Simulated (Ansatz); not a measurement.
# ScAu (CsCl type), frozen-phonon scan

Starting cell, ScAu (CsCl type):

```yaml
crystal:
  lattice:
    - [6.63958, 0.00000, 0.00000]
    - [3.31979, 3.31979, 0.00000]
    - [0.00000, 0.00000, 3.31979]
  atoms:
    - { symbol: Sc, position: [0.00000, 0.50000, 0.50000] }
    - { symbol: Sc, position: [0.50000, 0.50000, 0.50000] }
    - { symbol: Au, position: [0.00000, 0.00000, 0.00000] }
    - { symbol: Au, position: [0.50000, 0.00000, 0.00000] }
```

The atoms are displaced by Q × the pattern below (from a DFPT mode at M = (0.5, 0.5, 0.0), largest move 1; Q in Å), at fixed cell. It is one choice among 2 degenerate patterns. (q is in reciprocal vectors of the primitive cell; the cell shown is doubled to hold the pattern.)

| atom | x | y | z |
|---|---|---|---|
| Sc1 | 0.518 | 0.000 | 0.000 |
| Sc2 | -0.518 | 0.000 | 0.000 |
| Au3 | 0.000 | 1.000 | 0.000 |
| Au4 | 0.000 | -1.000 | 0.000 |

The numbers are results of LDA (plane waves to 420 eV, PAW, scalar-relativistic; Ansatz, a first-principles code), not measurements. k mesh 14×14×14 (Γ-centred), Fermi-Dirac smearing 0.05 eV. The energy includes the smearing's −TS. With partly filled bands, energies and forces of such displacements shift with the k mesh and the smearing. ScAu is run without spin polarisation. ScAu was relaxed with its symmetry unable to fall. Spin-orbit coupling is left out, though Au is heavy. ΔE is measured from the undisplaced structure.

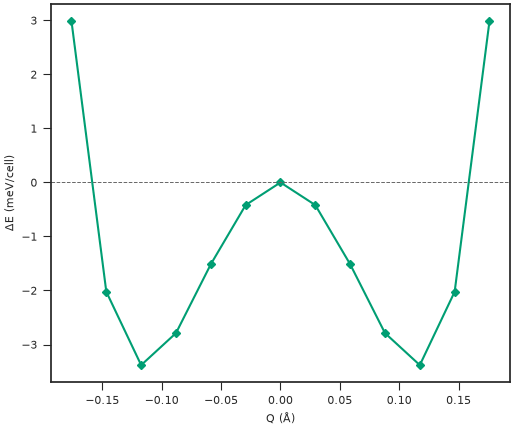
Figure. ΔE (meV/cell) against Q (Å); markers are the computed points, lines only join them.

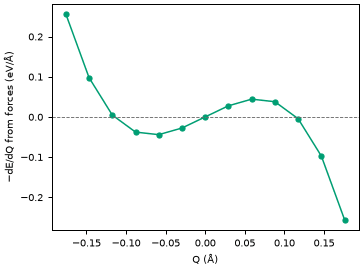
Figure. −dE/dQ from forces (eV/Å) against Q (Å); computed points joined by lines.

The depth of the well (fit) is 3.4 meV/cell, cell held fixed and the energy at Q = 0.176 Å comes out as 3.0 meV/cell. Space group of the distorted cell: Cmmm (No. 65), lowered from Pm-3m. Symmetry of the curve: even: the same for both signs. Harmonic wavenumber from the curvature (finite differences): 26i cm⁻¹.

E″ = -1.01 eV/Å², M = Σ mᵢ|uᵢ|² = 418.1 u, ν̃ = 521.5·√(|E″|/M), imaginary since E″ < 0.

(For displaced atoms, the force is minus the slope of the energy, and its curvature is a force constant, which sets phonon frequencies.)
